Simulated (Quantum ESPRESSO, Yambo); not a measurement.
# A GW chain in Yambo: BiAs (buckled honeycomb monolayer), part 2 of 2

How does a plane-wave GW calculation on BiAs (buckled honeycomb monolayer) run from the first input to the gap?

Quantum ESPRESSO 7.5 and Yambo 5.3.0; PBE and many-body steps on it, plane waves. Known limits of the many-body steps: not at the basis limit; exchange with frozen shells missing; no spin-orbit coupling.

So far. Step 3 (Bands along the symmetry lines): The gap is 1.061 eV, as in the run before at this level. Step 4 (Empty states on the mesh, 6×6×1 mesh, 40 bands): On this mesh the gap is 1.061 eV.

## (5) Conversion and set-up

This step: Yambo 5.3.0; conversion and set-up on PBE, plane waves, norm-conserving pseudopotentials.

The states are converted to the many-body program's format and the q mesh is built.

On the command line:

```bash
(cd o/x.save; p2y > p2y.log; mv SAVE ../..); yambo > setup.log
```

What it wrote:

```text
 Yambo, version 5.3.0

 [02] CORE Variables Setup
 =========================

  [02.01] Unit cells
  ==================

  Cell kind             :  HCP
  Atoms in the cell     :  As  Bi
  number of As atoms    :  1
  number of Bi atoms    :  1

  List of atomic masses
  Mass of As    :  74.92200
  Mass of Bi    :  208.9800

  List of atomic coordinates    : [cc]
  As1       : -0.75638E-09   4.3698       11.763      order 1
  Bi1       :   3.78437   2.18491  14.69325  order 2

  Alat factors          :   7.56874   6.55472  26.45617 [a.u.]
  Direct lattice volume :   1312.52    [a.u.]
  Direct lattice vectors:  A[ 1 ]  A[ 2 ]  A[ 3 ]
   A[ 1 ]:   1.0000      0.86490E-10   0.0000      [iru]
    7.5687      0.56692E-09   0.0000      [cc]
   A[ 2 ]: -0.500000  1.000000  0.000000  [iru]
  -3.784369  6.554719  0.000000  [cc]
   A[ 3 ]:  0.000000  0.000000  1.000000  [iru]
    0.00000   0.00000  26.45617  [cc]

  Recip. lattice volume :  0.188988 [a.u.]
  Recip. lattice vectors:  B[ 1 ]  B[ 2 ]  B[ 3 ]
   B[ 1 ]:  1.000000  0.500000  0.000000  [iku]
   0.830150  0.479287 -0.000000  [cc]
   B[ 2 ]: -0.86490E-10   1.0000       0.0000      [iku]
  -0.71800E-10  0.95857       0.0000      [cc]
   B[ 3 ]:  0.000000  0.000000  1.000000  [iku]
   0.000000 -0.000000  0.237494  [cc]

  [02.02] Symmetries
  ==================

  Inversion symmetry    : yes
  Spatial inversion     : no
  Inversion index       :   7
  K-space Time-reversal : yes
  Magnetic symmetries   : no
  Time-reversal derived K-space symmetries:   7  12
  Group table correct   : yes
  Symmetries units      :  [cc]

   [S  1]:   1.0000      0.26555E-25   0.0000     -0.12016E-16   1.0000       0.0000       0.0000       0.0000       1.0000
   [S  2]: -0.500000  0.866025  0.000000 -0.866025 -0.500000  0.000000  0.000000  0.000000  1.000000
   [S  3]: -0.500000 -0.866025  0.000000  0.866025 -0.500000  0.000000  0.000000  0.000000  1.000000
   [S  4]:  -1.0000     -0.14981E-09   0.0000     -0.17298E-09   1.0000       0.0000       0.0000       0.0000       1.0000
   [S  5]:  0.500000  0.866025  0.000000  0.866025 -0.500000  0.000000  0.000000  0.000000  1.000000
   [S  6]:  0.500000 -0.866025  0.000000 -0.866025 -0.500000  0.000000  0.000000  0.000000  1.000000
   [S* 7]:  -1.0000     -0.26555E-25  -0.0000      0.12016E-16  -1.0000      -0.0000      -0.0000      -0.0000      -1.0000
   [S* 8]:  0.500000 -0.866025 -0.000000  0.866025  0.500000 -0.000000 -0.000000 -0.000000 -1.000000
   [S* 9]:  0.500000  0.866025 -0.000000 -0.866025  0.500000 -0.000000 -0.000000 -0.000000 -1.000000
   [S*10]:   1.0000      0.14981E-09  -0.0000      0.17298E-09  -1.0000      -0.0000      -0.0000      -0.0000      -1.0000
   [S*11]: -0.500000 -0.866025 -0.000000 -0.866025  0.500000 -0.000000 -0.000000 -0.000000 -1.000000
   [S*12]: -0.500000  0.866025 -0.000000  0.866025  0.500000 -0.000000 -0.000000 -0.000000 -1.000000

  [02.03] Reciprocal space
[...]
K/Q-points units:
  rlu = crystal or reduced units; cc = cartesian coordinates; iku = interal k-units

  K [1]          [rlu]:  0.000000  0.000000  0.000000
         WF components:  14701
  K [2]          [rlu]: -0.77254E-26  0.16667       0.0000
         WF components:  14720
  K [3]          [rlu]: -0.15451E-25  0.33333       0.0000
         WF components:  14696
  K [4]          [rlu]:  0.19783E-25 -0.50000       0.0000
         WF components:  14656
  K [5]          [rlu]:  0.166667  0.166667  0.000000
         WF components:  14685
  K [6]          [rlu]:  0.166667  0.333333  0.000000
         WF components:  14651
  K [7]          [rlu]:  0.333333  0.333333  0.000000
         WF components:  14694

  [02.05] Energies & Occupations
  ==============================

  [X] === General ===
  [X] Electronic Temperature                        :  0.000000  0.000000 [eV K]
  [X] Bosonic    Temperature                        :  0.000000  0.000000 [eV K]
  [X] Finite Temperature mode                       : no
  [X] El. density                                   :  0.15425E+24 [cm-3]
  [X] Fermi Level                                   : -0.582421 [eV]

  [X] === Gaps and Widths ===
  [X] Conduction Band Min                           :  1.060986 [eV]
  [X] Valence Band Max                              :  0.000000 [eV]
  [X] Filled Bands                                  :  15
  [X] Empty Bands                                   :   16   40
  [X] Direct Gap                                    :  1.060986 [eV]
  [X] Direct Gap localized at k                     :  1
  [X] Indirect Gap                                  :  1.060986 [eV]
  [X] Indirect Gap between kpts                     :  1  1
  [X] Last valence band width                       :  1.781872 [eV]
  [X] 1st conduction band width                     :  1.141849 [eV]

  E @ K [1]:  [eV]
  -35.00323 -35.00323 -34.97236 -34.97236 -34.96022 -22.33900 -22.33900 -22.27615
[...]
occ @ K [1]
[...]
E @ K [2]:  [eV]
[...]
occ @ K [2]
[...]
E @ K [3]:  [eV]
[...]
occ @ K [3]
[...]
E @ K [4]:  [eV]
[...]
occ @ K [4]
[...]
E @ K [5]:  [eV]
[...]
occ @ K [5]
[...]
E @ K [6]:  [eV]
[...]
occ @ K [6]
[...]
E @ K [7]:  [eV]
[...]
occ @ K [7]
[...]
0.000000  0.000000  0.000000  0.000000  0.000000  0.000000  0.000000  0.000000
   0.000000  0.000000  0.000000  0.000000  0.000000  0.000000  0.000000  0.000000

 [03] Transferred momenta grid and indexing
 ==========================================

 IBZ Q-points                                      :   7
 BZ  Q-points                                      :   36

 K/Q-points units:
 rlu = crystal or reduced units; cc = cartesian coordinates; iku = interal k-units

 Q [1]          [rlu]:  0.000000  0.000000  0.000000
 Q [2]          [rlu]: -0.23124E-17  0.16667       0.0000
 Q [3]          [rlu]: -0.46248E-17  0.33333       0.0000
 Q [4]          [rlu]:  0.69372E-17 -0.50000       0.0000
 Q [5]          [rlu]:  0.166667  0.166667  0.000000
 Q [6]          [rlu]:  0.166667  0.333333  0.000000
 Q [7]          [rlu]:  0.333333  0.333333  0.000000

  [03.01] X indexes
  =================

   [03.01.01] Sigma indexes
   ========================

 [06] Game Over & Game summary
```

The job ended after 2.7 s (1 MPI rank of Arm Neoverse V2, shared host; peak memory 0.26 GiB).

## (6) Screening and self-energy, 6×6×1 mesh, 40 bands, screening to 54.4 eV

G0W0 replaces the xc potential by the self-energy, built once from these orbitals. Only a window of levels is corrected, while the sums run over the empty bands that the input names.

This step: G0W0 on PBE, plane waves, norm-conserving pseudopotentials.

Input file gw1.in:

```
HF_and_locXC
gw0
dyson
ppa
em1d
rim_cut
rim_w
RandQpts= 3000000
RandGvec= 100 RL
CUTGeo= "slab z"
RandGvecW= 9 RL
EXXRLvcs= 76 Ry
VXCRLvcs= 304 Ry
Chimod= "HARTREE"
% BndsRnXp
 1 | 40 |
%
NGsBlkXp= 4 Ry
% LongDrXp
 1 | 1 | 0 |
%
% GbndRnge
 1 | 40 |
%
DysSolver= "n"
ExtendOut
PPAPntXp= 27.21138 eV
% QPkrange
 1 | 7 | 11 | 19 |
%
```

On the command line:

```bash
OMP_NUM_THREADS=1 mpirun -n 4 yambo -F gw1.in -J gw1 -C gw1 > gw1.log
```

What it wrote:

```text
 Yambo, version 5.3.0

 [02] CORE Variables Setup
 =========================

  [... cell, symmetries and grids as in the set-up ...]

  [02.05] Energies & Occupations
  ==============================

  [X] === General ===
  [X] Electronic Temperature                        :  0.000000  0.000000 [eV K]
  [X] Bosonic    Temperature                        :  0.000000  0.000000 [eV K]
  [X] Finite Temperature mode                       : no
  [X] El. density                                   :  0.15425E+24 [cm-3]
  [X] Fermi Level                                   : -0.582421 [eV]

  [X] === Gaps and Widths ===
  [X] Conduction Band Min                           :  1.060986 [eV]
  [X] Valence Band Max                              :  0.000000 [eV]
  [X] Filled Bands                                  :  15
  [X] Empty Bands                                   :   16   40
  [X] Direct Gap                                    :  1.060986 [eV]
  [X] Direct Gap localized at k                     :  1
  [X] Indirect Gap                                  :  1.060986 [eV]
  [X] Indirect Gap between kpts                     :  1  1
  [X] Last valence band width                       :  1.781872 [eV]
  [X] 1st conduction band width                     :  1.141849 [eV]

 [03] Transferred momenta grid and indexing
 ==========================================

 IBZ Q-points                                      :   7
 BZ  Q-points                                      :   36

 K/Q-points units:
 rlu = crystal or reduced units; cc = cartesian coordinates; iku = interal k-units

 Q [1]          [rlu]:  0.000000  0.000000  0.000000
 Q [2]          [rlu]: -0.23124E-17  0.16667       0.0000
 Q [3]          [rlu]: -0.46248E-17  0.33333       0.0000
 Q [4]          [rlu]:  0.69372E-17 -0.50000       0.0000
 Q [5]          [rlu]:  0.166667  0.166667  0.000000
 Q [6]          [rlu]:  0.166667  0.333333  0.000000
 Q [7]          [rlu]:  0.333333  0.333333  0.000000

 [04] Coloumb potential Random Integration (RIM)
 ===============================================

 Performing RIM of v_slab

  [04.01] RIM initialization
  ==========================

  * Diagonal components only detected *

  8 x (sBL volume)        :  0.041997 [a.u.]
  sBZ random points       :  3000000
  Points outside the sBZ  :  24000829
  RL volume               :  0.188988 [a.u.]
  Integrated volume       :  0.188982 [a.u.]

  [04.02] RIM integrals
  =====================

  Gamma point sphere radius             :  0.037513 [a.u.]
  Points outside the sphere             :  2398884
  [Int_sBZ(q=0) 1/q^2]*(Vol_sBZ)^(-1/3) =:  7.410580
                                 should be <:  7.795600

  Summary of Coulomb integrals for non-metallic bands |Q|[au] RIM/Bare

  Q [1] 0.100000E-4 0.950611 * Q [2] 0.159762 0.964461
  Q [5] 0.276717 1.013847 * Q [3] 0.319525 1.016844
  Q [6] 0.422692 1.015538 * Q [4] 0.479287 1.013523
  Q [7] 0.553433 1.010848
  Non-periodic chartesian directions : none
  Optical renormalization            :  26.45617 [au]
  Polarizability dimension           : length

 [05] Coloumb potential CutOffslab
 =================================

 Cut directionsZ
 Slab Cutoff:Z
 Symmetry test passed : yes

 [06] Dipoles
 ============

  [06.01] Setup: observables and procedures
  =========================================

 [07] Dynamic Dielectric Matrix (PPA)
 ====================================

 [WR./gw1//ndb.pp]---------------------------------------------------------------
  Brillouin Zone Q/K grids (IBZ/BZ)                :    7   36    7   36
  RL vectors                                       :  17609 [WF]
  Coulomb cutoff potential                         : slab z
  Electronic Temperature                           :  0.000000 [K]
  Bosonic    Temperature                           :  0.000000 [K]
  PPA    diel. fun.  energies                      : Perdew, Burke & Ernzerhof(X)+Perdew, Burke & Ernzerhof(C)
  wavefunctions                                    : Perdew, Burke & Ernzerhof(X)+Perdew, Burke & Ernzerhof(C)
  Global Gauge                                     : length
  X matrix size                                    :  203
  X band range                                     :    1   40
  X e/h energy range                               : -1.000000 -1.000000 [eV]
  X Time ordering                                  : R
  X Hxc Kernel                                     : HARTREE
  X Drude frequency                                :  0.000000  0.000000
  X poles                                          :  100.0000 [o/o]
  RL vectors in the sum                            :  17609
  [r,Vnl] included                                 : yes
  Field direction                                  :  0.707107E-5  0.707107E-5   0.00000
  BZ energy Double Grid                            : no
  BZ energy DbGd points                            : 0
  BZ Q point size factor                           : -1.000000
  X Optical Averaged directions                    : none

 [08] Local Exchange-Correlation + Non-Local Fock
 ================================================

 [VXC] Plane waves :  117327
 [EXS] Plane waves :  14725

 QP @ state[ 1 ] K range:   1   7
 QP @ state[ 1 ] b range:  11  19

 [xc] Functional : Perdew, Burke & Ernzerhof(X)+Perdew, Burke & Ernzerhof(C)
 [xc] LIBXC used to calculate xc functional
  PP Number of Atomic Species                      :  2
  NLCC RL compoments                               :  117327
  PP Number of Atomic Species                      :  2
  NLCC RL compoments                               :  117327

 [xc] E_xc :  -19.02895 [Ha]
      E_xc :  -38.05791 [Ry]

  Local XC kind (lXC) : Perdew, Burke & Ernzerhof(X)+Perdew, Burke & Ernzerhof(C)
  Non-Local XC kind (nlXC) : Hartree-Fock

  Corrections @ K [1] :  [eV]
 <11|nlXC|11> = -20.13682  0.17423E-16 <11|lXC|11> = -12.96718  0.47204E-16
 <12|nlXC|12> = -18.60074  0.14210E-16 <12|lXC|12> = -13.53760  0.000000
 <13|nlXC|13> = -12.38313  0.16962E-16 <13|lXC|13> = -9.917592 -0.94408E-16
 <14|nlXC|14> = -14.44878  0.61875E-19 <14|lXC|14> = -12.43032  0.94408E-16
 <15|nlXC|15> = -14.44880  0.91704E-18 <15|lXC|15> = -12.43033 -0.94408E-16
 <16|nlXC|16> = -8.016328 -0.47180E-18 <16|lXC|16> = -10.47443 -0.94408E-16
 <17|nlXC|17> = -8.465006  0.14992E-17 <17|lXC|17> = -11.47152 -0.18882E-15
 <18|nlXC|18> = -8.465019  0.17042E-18 <18|lXC|18> = -11.47152  0.000000
 <19|nlXC|19> = -1.171439 -0.13745E-20 <19|lXC|19> = -2.588012  0.23602E-16

  Corrections @ K [2] :  [eV]
 <11|nlXC|11> = -20.07159 -0.11016E-16 <11|lXC|11> = -13.04088  0.000000
[...]
Corrections @ K [3] :  [eV]
[...]
Corrections @ K [4] :  [eV]
[...]
Corrections @ K [5] :  [eV]
[...]
Corrections @ K [6] :  [eV]
[...]
Corrections @ K [7] :  [eV]
[...]
<15|nlXC|15> = -13.96910  0.24766E-17 <15|lXC|15> = -10.99376  0.000000
 <16|nlXC|16> = -6.671983  0.91305E-18 <16|lXC|16> = -9.399106  0.70806E-16
 <17|nlXC|17> = -6.666393 -0.22871E-17 <17|lXC|17> = -9.960977  0.11801E-15
 <18|nlXC|18> = -6.989516 -0.35073E-18 <18|lXC|18> = -10.31809  0.94408E-16
 <19|nlXC|19> = -1.392374 -0.57583E-18 <19|lXC|19> = -4.356725  0.23602E-16

  [08.01] Hartree-Fock occupations report
  =======================================

  [Hartree-Fock] === General ===
  [Hartree-Fock] Electronic Temperature             :  0.000000  0.000000 [eV K]
  [Hartree-Fock] Bosonic    Temperature             :  0.000000  0.000000 [eV K]
  [Hartree-Fock] Finite Temperature mode            : no
  [Hartree-Fock] El. density                        :  0.15425E+24 [cm-3]
  [Hartree-Fock] Fermi Level                        : -0.582421 [eV]

  [Hartree-Fock] === Gaps and Widths ===
  [Hartree-Fock] Conduction Band Min                :  3.519087 [eV]
  [Hartree-Fock] Valence Band Max                   : -2.018464 [eV]
  [Hartree-Fock] Filled Bands                       :  15
  [Hartree-Fock] Empty Bands                        :   16   40
  [Hartree-Fock] Direct Gap                         :  5.537551 [eV]
  [Hartree-Fock] Direct Gap localized at k          :  1
  [Hartree-Fock] Indirect Gap                       :  5.537551 [eV]
  [Hartree-Fock] Indirect Gap between kpts          :  1  1
  [Hartree-Fock] Last valence band width            :  2.738748 [eV]
  [Hartree-Fock] 1st conduction band width          :  1.489487 [eV]

 [09] Dyson equation: Newton solver
 ==================================

  [09.01] RIM-W interpolation
  ===========================

  [WARNING] RIM-W works only for 2D semiconductors with slab cutoff
  Found compatible q grid: 2D
  q_min[ 1 ]:  0.16667      0.55592E-11   0.0000     [rlu]
   0.166667  0.083333  0.000000 [iku]
  q_min[ 2 ]:  0.23124E-17  0.16667       0.0000     [rlu]
  -0.14415E-10  0.16667       0.0000     [iku]
  G-vectors :   9
  G-vectors loaded:   61
  Number of interpolated frequencies:  2

  Evaluating coefficients q = 0
  Evaluating coefficients q = 0

  [09.02] RIM-W integrals
  =======================

  8 x (sBL volume)        :  0.041997 [a.u.]
  sBZ random points       :  3000000
  Points outside the sBZ  :  24000829
  RL volume               :  0.188988 [a.u.]
  Integrated volume       :  0.188982 [a.u.]

  [09.03] RIM integrals
  =====================

  Comparison between head Wc = W - v averages: < Wc > [au] RIM-W/RIM

   < -Wc [Q = 1] > 0.394576E-1 0.790298E-4 * < -Wc [Q = 2] > 0.005586 0.005425
   < -Wc [Q = 3] > 0.001075 0.001053 * < -Wc [Q = 4] > 0.360268E-3 0.356313E-3
   < -Wc [Q = 5] > 0.001566 0.001533 * < -Wc [Q = 6] > 0.518934E-3 0.513832E-3
   < -Wc [Q = 7] > 0.238859E-3 0.237397E-3

  Comparison between head Wc = W - v averages: < Wc > [au] RIM-W/RIM

   < -Wc [G = 1,G`=0] > 0.394576E-1 0.790298E-4 * < -Wc [G = 2,G`=0] >-0.001678 0.000000
   < -Wc [G = 3,G`=0] >-0.001678 0.000000 * < -Wc [G = 4,G`=0] > 0.316291E-4  0.00000
   < -Wc [G = 5,G`=0] > 0.316466E-4  0.00000 * < -Wc [G = 6,G`=0] > 0.644623E-4  0.00000
   < -Wc [G = 7,G`=0] > 0.644415E-4  0.00000 * < -Wc [G = 8,G`=0] >-0.127995E-4  0.00000
   < -Wc [G = 9,G`=0] >-0.127985E-4  0.00000

 [10] G0W0 (W PPA)
 =================

 [  GW  ] Bands range     :    1   40
 [GW/PPA] G damping       :  0.100000 [eV]

 QP @ state[ 1 ] K range:   1   7
 QP @ state[ 1 ] b range:  11  19

  Sc/G bands                                       :    1   40
  Sc/G damping                                     :  0.100000 ev
  Sc bands terminator                              : no
  Sx RL components                                 :  14725

  QP @ state[ 1 ] K range                          :   1   7
  QP @ state[ 1 ] b range                          :  11  19
  GF energies kind                                 : Perdew, Burke & Ernzerhof(X)+Perdew, Burke & Ernzerhof(C)
  GF WF`s kind                                     : Perdew, Burke & Ernzerhof(X)+Perdew, Burke & Ernzerhof(C)
  Xs energies kind                                 : Perdew, Burke & Ernzerhof(X)+Perdew, Burke & Ernzerhof(C)
  Xs WF`s kind                                     : Perdew, Burke & Ernzerhof(X)+Perdew, Burke & Ernzerhof(C)

 [14] Game Over & Game summary
```

The job ended after 2.5 min (4 MPI ranks; peak memory 2.7 GiB).

This step gave:

```
G0W0 gap on the mesh                         : 1.953 eV
starting gap on the mesh                     : 1.061 eV
k of the valence top                         : 0, 0, 0
k of the conduction bottom                   : 0, 0, 0
least direct G0W0 gap on the computed points : 1.953 eV
Z at the valence top                         : 0.7087
Z at the conduction bottom                   : 0.7188
```

The gap on the mesh goes from 1.06 eV to 1.95 eV, a correction of +0.89 eV.

Limits: finite bands, cutoff and mesh; exchange with frozen shells missing; no spin-orbit coupling. v1 is the top filled band, c1 the lowest empty one. Levels before and after the correction, in eV, zero at the valence-band top of each column:

```csv
,conduction bottom,valence top
Kohn-Sham,1.06,0.00
G0W0,1.95,0.00
```

|  | level | energy (eV) |
| --- | --- | --- |
| Kohn-Sham | Γ v4 | -7.659 |
| Kohn-Sham | Γ v3 | -0.529 |
| Kohn-Sham | Γ v2-v1 | 0.000 |
| Kohn-Sham | Γ c1 | 1.061 |
| Kohn-Sham | Γ c2-c3 | 3.221 |
| Kohn-Sham | Γ c4 | 4.250 |
| G0W0 | Γ v4 | -7.470 |
| G0W0 | Γ v3 | -0.822 |
| G0W0 | Γ v2-v1 | 0.000 |
| G0W0 | Γ c1 | 1.953 |
| G0W0 | Γ c2-c3 | 4.248 |
| G0W0 | Γ c4 | 4.564 |

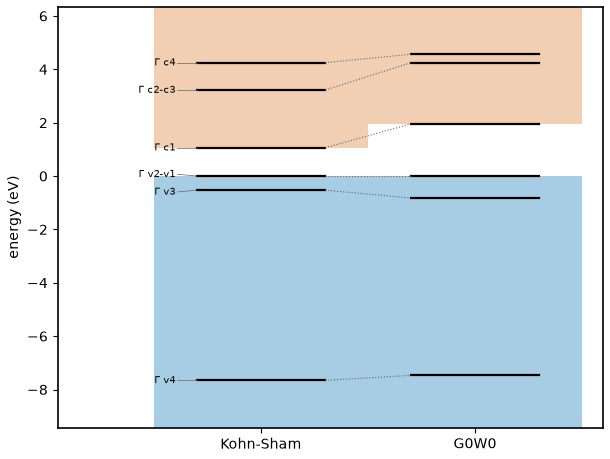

Levels before and after the correction. Shaded: valence and conduction bands.

## (7) Where the time went

Times are wall times on the hardware named with each run, good to a factor of about two.

```csv
step,time,share,memory (GiB)
ground state,15 s,8 %,0.57
bands along the symmetry lines,9.7 s,5 %,0.44
empty states on the mesh,8.6 s,5 %,0.52
conversion and set-up,2.7 s,1 %,0.26
screening and self-energy,2.5 min,81 %,2.7
```

## (8) Outcome

* PBE gap: 1.06 eV, direct
* G0W0 gap on the mesh: 1.95 eV
* GW settings: 6×6×1 mesh, 40 bands, screening to 54.4 eV, Godby-Needs plasmon pole
* known limits: not at the basis limit; exchange with frozen shells missing; no spin-orbit coupling

**Reading.** G0W0 moves the gap on the mesh from 1.06 eV to 1.95 eV (+0.89 eV), with Z of 0.71 and 0.72 at the edges. The dearest step here is «screening and self-energy». Bands and cutoff are finite, so the gap is not at the basis limit. The miss can reach some tenths of an eV and take either sign; the mesh is an error of its own. Where an edge is built on 6p states of lead, bismuth or thallium, scalar-relativistic gaps usually stand too wide, by a few tenths to over one eV. The norm-conserving file of at least one element keeps a d shell over frozen s and p shells of the same row. Exchange with those shells is missing from the self-energy, an error of 0.3 to 0.9 eV in cases checked, whose sign depends on which edge lies on those atoms. The many-body steps are scalar-relativistic: spin-orbit coupling is not in them.

[Paths, hosts, dates, memory and timing lines, banners, echoed tables and standing remarks are left out of the program output.]

[Logs are printed without paths, hosts, clocks, repeated set-up lines and the standing remarks that a program may print on its own settings, such as how far it seeks lower states.]

[Runs of the session that timed out or met a known fault of the program may be left out.]

[Hosts, paths, dates, database ids (printed as entryN), source tags and the programs' standing remarks are cut or masked in the printed files.]
